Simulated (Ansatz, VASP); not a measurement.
# Cross-check of BaTiO3 between VASP and Ansatz

Aim: how closely do two programs agree when they are given the same cell, functional and k mesh?

Main program and level: Ansatz 0.2.0; plane waves, with VASP 6.6.1 beside it; single point at PBE and dielectric response at PBE.

The database entry behind the starting cell differs from later determinations by our own check (c/a about 0.6 % short), so it need not match the best structure at ambient conditions.

**1. Set-up**

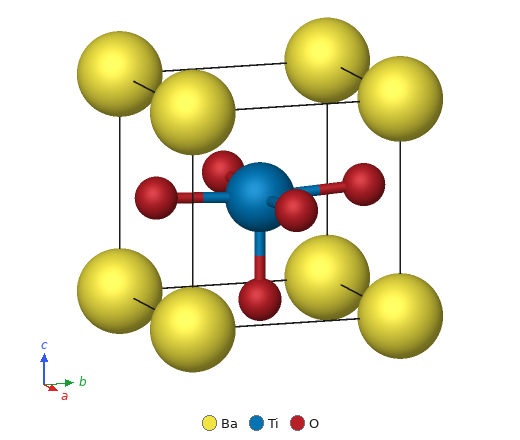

Start, viewed slightly off an axis; barium yellow, titanium blue, oxygen red. Some periodic images of atoms are drawn too.

**2. VASP: single point, PBE**

A single point gives forces, pressure and levels at one fixed geometry, so differences don't come from the geometry; what else differs is listed under the comparison.

Lines of VASP's logs that name or quote its potential files are left out, and so is its time.

The input, INCAR:

```
SYSTEM = BaTiO3
PREC = Accurate
ENCUT = 520
EDIFF = 1E-07
NELM = 100
ISMEAR = 0
SIGMA = 0.05
LREAL = .FALSE.
ALGO = Normal
GGA = PE
NBANDS = 26
LASPH = .TRUE.
LORBIT = 11
LWAVE = .FALSE.
LCHARG = .FALSE.
KPAR = 4
```

The input, POSCAR:

```
BaTiO3
1.0
    3.9998000000      0.0000000000      0.0000000000
    0.0000000000      3.9998000000      0.0000000000
    0.0000000000      0.0000000000      4.0180000000
Ba Ti O
1 1 3
Direct
    0.0000000000      0.0000000000      0.0000000000
    0.5000000000      0.5000000000      0.4900000000
    0.0000000000      0.5000000000      0.5170000000
    0.5000000000      0.0000000000      0.5170000000
    0.5000000000      0.5000000000      0.0190000000
```

The input, KPOINTS:

```
Automatic mesh
0
Gamma
6 6 6
0 0 0
```

The projector-augmented-wave data sets are Ba_sv_GW, Ti_sv and O (PBE family, release 64).

Started as:

```sh
> mpirun -np 4 vasp_std
```

Numbers of over 12 decimals in the logs are rounded to 6 here.

The log of the run:

```text
[banner, memory and clock lines left out]
running    4 mpi-ranks, on    1 nodes
 distrk:  each k-point on    1 cores,    4 groups
 distr:  one band on    1 cores,    1 groups

 POSCAR found type information on POSCAR BaTiO
 POSCAR found :  3 types and       5 ions
 LDA part: xc-table for (Slater+PW92), standard interpolation
 POSCAR, INCAR and KPOINTS ok, starting setup
 FFT: planning ... GRIDC
 FFT: planning ... GRID_SOFT
 FFT: planning ... GRID
 WAVECAR not read
 entering main loop
       N       E                     dE             d eps       ncg     rms          rms(c)
DAV:   1     0.563586388659E+03    0.56359E+03   -0.19310E+04  2088   0.175E+03
DAV:   2     0.591001343964E+02   -0.50449E+03   -0.49485E+03  2408   0.575E+02
DAV:   3    -0.474101431752E+02   -0.10651E+03   -0.10227E+03  3668   0.232E+02
DAV:   4    -0.524551435185E+02   -0.50450E+01   -0.50343E+01  3416   0.552E+01
DAV:   5    -0.527978994370E+02   -0.34276E+00   -0.34262E+00  3440   0.101E+01    0.231E+01
DAV:   6    -0.416188219794E+02    0.11179E+02   -0.67915E+01  2872   0.726E+01    0.914E+00
DAV:   7    -0.417013478753E+02   -0.82526E-01   -0.14639E+01  3224   0.340E+01    0.706E+00
DAV:   8    -0.415640249875E+02    0.13732E+00   -0.68032E-01  2844   0.729E+00    0.452E+00
DAV:   9    -0.415286633220E+02    0.35362E-01   -0.57776E-01  3308   0.714E+00    0.159E+00
DAV:  10    -0.415193940925E+02    0.92692E-02   -0.17402E-01  3062   0.381E+00    0.601E-01
DAV:  11    -0.415151578192E+02    0.42363E-02   -0.27567E-02  2912   0.128E+00    0.428E-01
DAV:  12    -0.415135696141E+02    0.15882E-02   -0.79916E-03  2582   0.979E-01    0.532E-02
DAV:  13    -0.415135966345E+02   -0.27020E-04   -0.66238E-04  3400   0.248E-01    0.496E-02
DAV:  14    -0.415135823365E+02    0.14298E-04   -0.78355E-05  2738   0.722E-02    0.336E-02
DAV:  15    -0.415135808484E+02    0.14881E-05   -0.16659E-04  2936   0.131E-01    0.263E-02
DAV:  16    -0.415135696888E+02    0.11160E-04   -0.57518E-05  2552   0.878E-02    0.596E-03
DAV:  17    -0.415135694793E+02    0.20956E-06   -0.34013E-06  3504   0.211E-02    0.277E-03
DAV:  18    -0.415135694006E+02    0.78714E-07   -0.28320E-07  1968   0.498E-03
   1 F= -.41513569E+02 E0= -.41513569E+02  d E =-.725760E-16
```

OUTCAR, selected parts (step 2):

```text
ion  position               nearest neighbor table
   1  0.000  0.000  0.000-
   2  0.500  0.500  0.490-   5 1.89   4 2.00   3 2.00   4 2.00   3 2.00   5 2.13
   3  0.000  0.500  0.517-   2 2.00   2 2.00
   4  0.500  0.000  0.517-   2 2.00   2 2.00
   5  0.500  0.500  0.019-   2 1.89   2 2.13

  LATTYP: Found a simple tetragonal cell.
 ALAT       =     3.9998000000
 C/A-ratio  =     1.0045502275

 Subroutine GETGRP returns: Found  8 space group operations
 (whereof  8 operations were pure point group operations)

The static configuration has the point symmetry C_4v.

 Found     40 irreducible k-points:

   k-points           NKPTS =     40   k-points in BZ     NKDIM =     40   number of bands    NBANDS=     26

   dimension x,y,z NGX =    30 NGY =   30 NGZ =   30
   dimension x,y,z NGXF=    60 NGYF=   60 NGZF=   60

   ENCUT  =  520.0 eV  38.22 Ry    6.18 a.u.   7.44  7.44  7.47*2*pi/ulx,y,z

   NELECT =      40.0000    total number of electrons

 k-points in reciprocal lattice and weights: Automatic mesh
   0.00000000  0.00000000  0.00000000       0.005
   0.16666667  0.00000000  0.00000000       0.019
   0.33333333  0.00000000  0.00000000       0.019
   0.50000000  0.00000000  0.00000000       0.009
   0.16666667  0.16666667  0.00000000       0.019
   0.33333333  0.16666667  0.00000000       0.037
   0.50000000  0.16666667  0.00000000       0.019
   0.33333333  0.33333333  0.00000000       0.019
   0.50000000  0.33333333  0.00000000       0.019
[...]
0.50000000  0.33333333  0.50000000       0.019
   0.50000000  0.50000000  0.50000000       0.005

 average (electrostatic) potential at core
       1 -77.8389       2 -75.3112       3 -68.0531       4 -68.0531       5 -68.1672

 E-fermi :   5.6932

 k-point     1 :       0.0000    0.0000    0.0000
  band No.  band energies     occupation
    ...
     16       4.1822      2.00000
     17       4.2718      2.00000
     18       5.1572      2.00000
     19       5.1714      2.00000
     20       5.1714      2.00000
     21       7.2418      0.00000
     22       7.4545      0.00000
     23       7.4545      0.00000
     24       9.4246      0.00000
     25       9.5214      0.00000
    ...

 k-point     2 :       0.1667    0.0000    0.0000
  band No.  band energies     occupation
    ...
     16       3.9522      2.00000
     17       4.0923      2.00000
     18       4.6156      2.00000
     19       4.9554      2.00000
     20       5.0497      2.00000
     21       7.4763      0.00000
     22       7.7508      0.00000
     23       7.8050      0.00000
     24       9.4955      0.00000
     25      10.1268      0.00000
    ...

 k-point     3 :       0.3333    0.0000    0.0000
  band No.  band energies     occupation
    ...
     16       3.6804      2.00000
     17       3.7251      2.00000
     18       3.9185      2.00000
     19       4.6481      2.00000
     20       4.7478      2.00000
     21       7.5331      0.00000
     22       8.5699      0.00000
     23       8.5826      0.00000
     24       9.4926      0.00000
     25      10.9988      0.00000
    ...

  Total        0.9617736      0.9617736      1.3368513      0.0000000     -0.0000000      0.0000000
  in kB       23.9715957     23.9715957     33.3201705      0.0000000     -0.0000000      0.0000000
  external PRESSURE =      27.0877873 kB  Pullay stress =       0.0000000 kB

  energy-cutoff  :      520.00
  volume of cell :       64.28
      direct lattice vectors                 reciprocal lattice vectors
     3.999800000  0.000000000  0.000000000     0.250012501  0.000000000  0.000000000
     0.000000000  3.999800000  0.000000000     0.000000000  0.250012501  0.000000000
     0.000000000  0.000000000  4.018000000     0.000000000  0.000000000  0.248880040

 POSITION                                       TOTAL-FORCE (eV/Angst)
 -----------------------------------------------------------------------------------
      0.00000      0.00000      0.00000         0.000000     -0.000000      0.042259
      1.99990      1.99990      1.96882        -0.000000     -0.000000     -0.111210
      0.00000      1.99990      2.07731        -0.000000     -0.000000     -0.097869
      1.99990      0.00000      2.07731        -0.000000     -0.000000     -0.097869
      1.99990      1.99990      0.07634        -0.000000      0.000000      0.264690
 -----------------------------------------------------------------------------------
    total drift:                                0.000000      0.000000      0.000135

  FREE ENERGIE OF THE ION-ELECTRON SYSTEM (eV)
  ---------------------------------------------------
  free  energy   TOTEN  =       -41.5135694006 eV

  energy  without entropy=      -41.5135694006  energy(sigma->0) =      -41.51356940

 total charge
# of ion       s       p       d       f       tot
--------------------------------------------------
    1        1.800   4.582   0.120   0.026   6.528
    2        2.212   6.269   1.719   0.000  10.200
    3        1.564   3.465   0.000   0.000   5.028
    4        1.564   3.465   0.000   0.000   5.028
    5        1.567   3.465   0.000   0.000   5.032
--------------------------------------------------
tot          8.706  21.245   1.838   0.026  31.816

[... 3 further parts left out ...]
```

The run ends at a pressure of 2.71 GPa, with forces up to 0.26 eV/Å.

**3. Ansatz: single point, PBE**

Ansatz runs on its default PAW (the set named soft_2) files.

The same cell, functional, mesh and smearing now go to Ansatz, which takes its cutoff from its data sets.

The input, input.yaml:

```yaml
crystal:
  lattice:
    - [3.9998, 0.0, 0.0]
    - [0.0, 3.9998, 0.0]
    - [0.0, 0.0, 4.018]
  atoms:
    - { symbol: Ba, position: [0.0, 0.0, 0.0] }
    - { symbol: Ti, position: [0.5, 0.5, 0.49] }
    - { symbol: O, position: [0.0, 0.5, 0.517] }
    - { symbol: O, position: [0.5, 0.0, 0.517] }
    - { symbol: O, position: [0.5, 0.5, 0.019] }
hamiltonian:
  xc: pbe
  pseudopotentials: { kind: paw }
kpoints:
  mp_grid: { grid: [6, 6, 6] }
scf:
  occupations: { method: gaussian, width: 0.05 }
  n_extra_bands: 5
output:
  forces: true
  stress: true
  eigenvalues: true
  write_density: true
  write_potential: true
  elf: true
  volumetric_format: npy
```

Started as:

```sh
> ansatz run input.yaml --threads 2 --pin off --max-ram 4608MiB --backend cpu --events-out ev --progress --plain --runs-dir out
```

The log of the run:

```text
scf.n_extra_bands = 5 over 20 filled bands (N_el = 40.0): the run solves 25 bands
Engine: ansatz 0.2.0, aarch64-unknown-linux-gnu
Pseudopotentials: kind: paw
Pseudopotential: Ba, paw, valence charge 10, recommended cutoff 420 eV (normal), Ba.paw.azcp
Pseudopotential: Ti, paw, valence charge 12, recommended cutoff 420 eV (normal), Ti.paw.azcp
Pseudopotential: O, paw, valence charge 6, recommended cutoff 420 eV (normal), O.paw.azcp
Functional definition: PBE
  parameter kappa = 0.804
  parameter beta = 0.066725
  exchange = pbe_x(kappa = kappa, mu = beta*pi^2/3)
  correlation = pbe_c(beta = beta)
Crystal: 5 atoms, lattice volume = 64.282 Å³
Basis set: ecut = 420 eV, 1237 PW (Γ), exchange–correlation on 54×54×54 points (8 copies of the dense FFT grid, shifted against one another)
Bands: 25, of which v1, the nominal top of the filled ones, is band 20 counted from 1 (19 counted from 0)
Symmetry: 8 space group operations
Space group: P4mm (ITA 99), of the structure as read, at distance tolerance 4.0e-5 Å
k-points: 40 of 216 (time reversal used)
Non-local potential: Ba, projectors of the file, l = 0: 3, l = 1: 2, l = 2: 2, l = 3: 2
Non-local potential: Ti, projectors of the file, l = 0: 3, l = 1: 2, l = 2: 3, l = 3: 1
Non-local potential: O, projectors of the file, l = 0: 2, l = 1: 2, l = 2: 1
PAW form: soft (Blöchl's): semilocal exchange-correlation on the pseudo side does not see the compensation charge
PAW one-centre angular grid: Ba, 194 points (default); XC on 64 Gauss nodes
PAW one-centre angular grid: Ti, 590 points (default); XC on 64 Gauss nodes
PAW one-centre angular grid: O, 110 points (default); XC on 64 Gauss nodes
Initial density: superposition of atomic densities (neutral atoms: chi_scale 0, normalization atom), corrected by the library's trained network
Initial wavefunctions: pseudopotential atomic-orbital guess
Functional: x = pbe(κ = 0.804, μ = 0.219515), c = pbe(β = 0.066725)
SCF iter   1: F=—  HF=-10159.577860 eV  |F-HF|=—  |Δ(HF+E_count)|=         —  Δρ=1.60e-3  dr2=9.96e-4  ethr=1.77e-3  ⟨swp⟩=6.1  Hψ=4980  notcnv=0
preconditioner: auto → Resta (q_TF=auto, 2.521 Å⁻¹)  ε∞=5.9  [insulator: Δε(μ)=1.818 eV  Ē_g=11.890 eV  σ=0.050 eV  W_gap=1.00  n_scr=18 (ndim 8)  ℏωp=26.2 eV  f_vac=0.000  D(μ)=0.00/eV (n_scr^D=0)  ε∞_Penn≈5.9]
SCF iter   2: F=—  HF=-10159.578158 eV  |F-HF|=—  |Δ(HF+E_count)|=   2.98e-4  Δρ=7.77e-4  dr2=2.52e-4  ethr=2.49e-6  ⟨swp⟩=2.1  Hψ=1992  notcnv=0  defer=1
SCF iter   3: F=—  HF=-10159.578298 eV  |F-HF|=—  |Δ(HF+E_count)|=   1.40e-4  Δρ=1.10e-4  dr2=1.38e-5  ethr=6.31e-7  ⟨swp⟩=2.8  Hψ=1490  notcnv=0  defer=1
SCF iter   4: F=—  HF=-10159.577571 eV  |F-HF|=—  |Δ(HF+E_count)|=   7.27e-4  Δρ=5.24e-5  dr2=1.93e-6  ethr=3.44e-8  ⟨swp⟩=2.0  Hψ=1718  notcnv=0  defer=1
SCF iter   5: F=—  HF=-10159.577571 eV  |F-HF|=—  |Δ(HF+E_count)|=   2.16e-8  Δρ=1.85e-5  dr2=1.47e-7  ethr=4.82e-9  ⟨swp⟩=2.3  Hψ=1670  notcnv=0  defer=1
SCF iter   6: F=-10159.577571 eV  HF=-10159.577571 eV  |F-HF|=1.47e-9  |Δ(HF+E_count)|=   1.08e-8  Δρ=4.19e-6  dr2=6.75e-9  ethr=2.50e-10  ⟨swp⟩=11.7  Hψ=7529  notcnv=0
SCF 1 converged in 6 iterations: F = -10159.577571 eV  dr2 = 6.75e-9
  greatest PAW one-centre occupation: 0.999 electrons in one spin orbital (limit 2), on the Ti atom at site 1 (counted from 0), in its partial waves of l = 0
SCF converged after 6 iterations
Free energy (F): -10159.577571 eV
Harris-Foulkes:  -10159.577571 eV  (|F-HF|=1.47e-9)
Internal energy: -10159.577571 eV  (E = F + TS)
E sigma→0 (E₀):  -10159.577571 eV
Fermi energy:    11.220099 eV
--- Per-component energies (eV) ---
  E_band       = -141.292505
  E_kinetic    = 970.191288
  E_local      = -2101.870248  (includes V_loc(G=0)·N_el)
  E_nonlocal   = 203.558877
  E_hartree    = 821.006956
  E_xc         = -491.545716
  E_vxc        = -546.243464  (∫ρ·V_xc dr)
  E_paw        = -6744.548206  (= ΣΔE_a)
  E_vpaw       = -308.951221  (= ΣTr[D̂ρ^β])
  E_aug_tail   = 0.007416  (compensation charges beyond the density's cutoff)
  E_ewald      = -2816.377938
  E_smearing   = -0.000000  (= −TS)
  E_closure    = -0.000000  (closes the sum)
  Σ components = -10159.577571   (vs F -10159.577571, Δ=0.00e0)
--- Forces (eV/Å), atoms counted from 1 ---
  atom   1  Ba     0.00000000     0.00000000     0.04194078
  atom   2  Ti    -0.00000000     0.00000000    -0.15143538
  atom   3  O     -0.00000000    -0.00000000    -0.10101127
  atom   4  O     -0.00000000     0.00000000    -0.10101127
  atom   5  O      0.00000000     0.00000000     0.31151522
  max |Σ_I F_I| component: 1.91e-6 eV/Å
--- Stress (GPa, compression-positive) ---
        2.132982       0.000000       0.000000
        0.000000       2.132982       0.000000
        0.000000       0.000000       3.018131
  P = ⅓ Tr σ = 2.4280 GPa (24.280 kbar)
--- Band table (eV; the first three rows and the last of 40) ---
  k-point 0: bands = [... 16 lower, 9.1492, 10.0357, 10.0503, 10.0503, 12.1382, 12.3491, 12.3491, 14.3308, ... 1 higher]
  k-point 1: bands = [... 16 lower, 8.9393, 9.4845, 9.9331, 9.9331, 12.1690, 12.7848, 12.7848, 14.3299, ... 1 higher]
  k-point 2: bands = [... 16 lower, 8.5742, 8.7123, 9.7284, 9.7284, 12.2325, 13.5425, 13.5425, 14.3303, ... 1 higher]
  k-point 39: bands = [... 16 lower, 7.9500, 10.2185, 10.2185, 10.3020, 14.5084, 14.5084, 14.5103, 16.9426, ... 1 higher]
```

Wall time 8.4 s (2 threads of Arm Neoverse N1, shared host); peak memory 0.39 GiB.

In the SCF lines HF is the Harris–Foulkes energy and dr2 the Hartree energy of the density residual, in eV; the loop may stop once dr2 is under the threshold and the program's other checks hold. Hψ counts applications of the Hamiltonian.

The run ends at a pressure of 2.43 GPa, with forces up to 0.31 eV/Å.

**4. Differences**

Known differences besides the PAW data sets themselves: the cutoff is 420 eV in Ansatz and 520 eV in VASP. Total energies have different zeros and are not compared.

Both answers:

```
              quantity  Ansatz   VASP  difference
gap on the k mesh (eV)   1.836  1.815      +0.021
```

Forces (eV/Å; atoms numbered as in POSCAR):

```
atom        Ansatz x, y, z          VASP x, y, z
 Ba1   0.000, 0.000, 0.042   0.000, 0.000, 0.042
 Ti2  0.000, 0.000, -0.151  0.000, 0.000, -0.111
  O3  0.000, 0.000, -0.101  0.000, 0.000, -0.098
  O4  0.000, 0.000, -0.101  0.000, 0.000, -0.098
  O5   0.000, 0.000, 0.312   0.000, 0.000, 0.265
```

The forces differ by 16 meV/Å r.m.s., which is 19.3 % of the r.m.s. force of 0.08 eV/Å (both taken over all components).

**5. Further runs**

The difference is large enough to ask for its cause, so further runs change the set-up of one program at a time, as the table lists.

```
                                        run  r.m.s. force difference (meV/Å)
                                   as above                               16
    Ansatz's larger PAW set (cutoff 910 eV)                               16
norm-conserving potentials (cutoff 1240 eV)                               14
```

(Continued in part 2 of 2.)

[Lines on the potential files, build, host, timing and source positions are cut from VASP's logs without a mark.]

[Logs are printed without paths, hosts, clocks, repeated set-up lines and the standing remarks that a program may print on its own settings, such as how far it seeks lower states.]

[Hosts, paths, dates, database ids (printed as entryN), source tags and the programs' standing remarks are cut or masked in the printed files.]
